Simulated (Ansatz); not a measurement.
**Two runs on BF3**

System: BF3, SMILES FB(F)F.
Method of run 1: RHF-CCSD(T), frozen core/def2-TZVPP (Ansatz 0.2.0).

The geometry: displaced from a GFN2-xTB structure. Text and figures count atoms from 1; the logs count them from 0 in places.

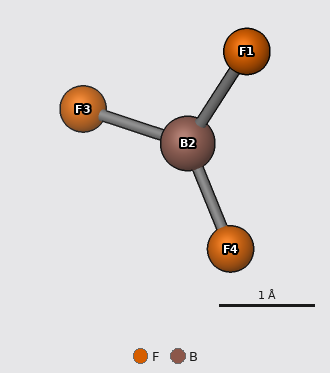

**Figure 1.** The input geometry (ball-and-stick view, seen at a tilt; atoms are numbered from 1 in the order of the input). Bond lengths as drawn: B–F 1.20 to 1.35 Å.

**The input, run 1**
```yaml
crystal:
  periodic: [false, false, false]
  atoms:
    - {symbol: F, position_ang: [0.592100, 0.191100, 1.129300]}
    - {symbol: B, position_ang: [0.011300, 0.023900, -0.052700]}
    - {symbol: F, position_ang: [-0.240200, -1.249400, -0.415800]}
    - {symbol: F, position_ang: [-0.281600, 0.984600, -0.706400]}
basis:
  gaussian: {orbitals: def2-TZVPP}
correlation: {method: ccsd_t}
output: {forces: true}
```

Hardware: 4 CPU threads, shared host.

**Output (run 1)**
```
Functional definition: HF
  exchange = exact_x
  correlation = 0
828 factors; integrals over basis functions are off by at most 1.2e-3 eV
mean field evaluation 1: about -8796.1524 eV, gradient 3.8e1 eV
mean field evaluation 2: about -8796.1553 eV, gradient 3.8e1 eV
mean field evaluation 4: about -8798.2798 eV, gradient 1.9e0 eV
mean field evaluation 8: about -8798.2895 eV, gradient 5.6e-5 eV
mean field evaluation 16: about -8798.2862 eV, gradient 1.4e-1 eV
mean field -8798.28949682 eV, -323.3311753132 hartree, gradient 2.6e-6 eV, S^2 0.000000; 0 other end points of the search recorded, 0 dependent functions left out
4 core orbitals not correlated: weight in the atoms' cores, before any rotation towards them, 1.000 or more for the frozen orbitals, at most 0.000 for the correlated occupied ones
reference -8798.28949682 eV, -323.3311753132 hartree; 12, 12 occupied and 108, 108 virtual orbitals, 828 factors
second order -22.60051034 eV of doubles, -0.00000000 eV of singles
cycle   1  -22.21246082 eV  change    3.9e-1 eV  update   8.6e-2
cycle   2  -22.60192430 eV  change   -3.9e-1 eV  update   2.2e-2
cycle   3  -22.68592039 eV  change   -8.4e-2 eV  update   1.1e-2
cycle   4  -22.67043478 eV  change    1.5e-2 eV  update   2.2e-3
cycle   5  -22.66849611 eV  change    1.9e-3 eV  update   8.5e-4
cycle   6  -22.66915839 eV  change   -6.6e-4 eV  update   2.1e-4
cycle   7  -22.66907012 eV  change    8.8e-5 eV  update   6.5e-5
cycle   8  -22.66902560 eV  change    4.5e-5 eV  update   1.6e-5
cycle   9  -22.66902814 eV  change   -2.5e-6 eV  update   6.1e-6
perturbative correction -0.63168119 eV, -0.0232138556 hartree
the calculation of the forces begins
Total energy: -8821.59020615 eV, -324.1874605875 hartree
Atom 0 at     0.592100     0.191100     1.129300 Å, force     0.085612    -0.100816     0.029266 eV/Å
Atom 1 at     0.011300     0.023900    -0.052700 Å, force     1.754625    -6.698564     4.482087 eV/Å
Atom 2 at    -0.240200    -1.249400    -0.415800 Å, force     0.113137     1.056589    -0.032359 eV/Å
Atom 3 at    -0.281600     0.984600    -0.706400 Å, force    -1.953374     5.742791    -4.478994 eV/Å
Dipole moment:    -0.032994     0.124130    -0.103432 e Å
```

For run 2 the input was changed thus:
```diff
-correlation: {method: ccsd_t}
+hamiltonian: {xc: {name: wB97X-V}}
```

What does this change do to the results?

The total energies belong to different methods, so their difference says nothing on which is more stable or more accurate. The largest force goes from 8.249 to 8.177 eV/Å.

**Output (run 2)**
```
Functional definition: wB97X-V
  parameter omega = 0.3/bohr
  parameter cx = 0.167
  parameter cx1 = 0.603
  parameter cx2 = 1.194
  parameter css0 = 0.556
  parameter css1 = -0.257
  parameter cos0 = 1.219
  parameter cos1 = -1.850
  parameter b = 6.0
  parameter c = 0.01
  exchange = spin_sum(e_x_unif_sr(omega)*poly(b97_u_x, 1 - cx, cx1, cx2)) + cx*exact_x_sr(omega) + exact_x_lr(omega)
  correlation = spin_sum(e_c_pw_same_spin*poly(b97_u_same, css0, css1))
      + integral(e_c_pw_opposite_spin*poly(b97_u_opposite, cos0, cos1)) + vv10(b, c)
637 factors; their error is unknown
127 factors; integrals over basis functions are off by at most 1.1e-5 eV
mean field evaluation 1: about -8829.5940 eV, gradient 4.5e1 eV
mean field evaluation 2: about -8829.9460 eV, gradient 4.6e1 eV
mean field evaluation 4: about -8832.3593 eV, gradient 1.3e0 eV
mean field evaluation 8: about -8832.3871 eV, gradient 1.3e-1 eV
mean field -8832.38714205 eV, -324.5842406633 hartree, gradient 3.3e-5 eV, S^2 0.000000; 0 other end points of the search recorded, 0 dependent functions left out
the calculation of the forces begins
reference -8832.38714047 eV, -324.5842406051 hartree; 16, 16 occupied and 108, 108 virtual orbitals, 637 factors
Total energy: -8832.38714047 eV, -324.5842406051 hartree
Atom 0 at     0.592100     0.191100     1.129300 Å, force     0.157594    -0.080567     0.179789 eV/Å
Atom 1 at     0.011300     0.023900    -0.052700 Å, force     1.739200    -6.651806     4.425476 eV/Å
Atom 2 at    -0.240200    -1.249400    -0.415800 Å, force     0.083315     0.885952    -0.069603 eV/Å
Atom 3 at    -0.281600     0.984600    -0.706400 Å, force    -1.980109     5.846421    -4.535662 eV/Å
Dipole moment:    -0.033050     0.125328    -0.103254 e Å
```

**The two runs side by side**

```tsv
quantity	run 1	run 2
outcome	converged	converged
total energy (hartree)	−324.187461	−324.584241
dipole moment (D)	0.79	0.80
largest force (eV/Å)	8.249	8.177
basis functions	124	124
wall time (shared host)	41 s	2.2 s
```
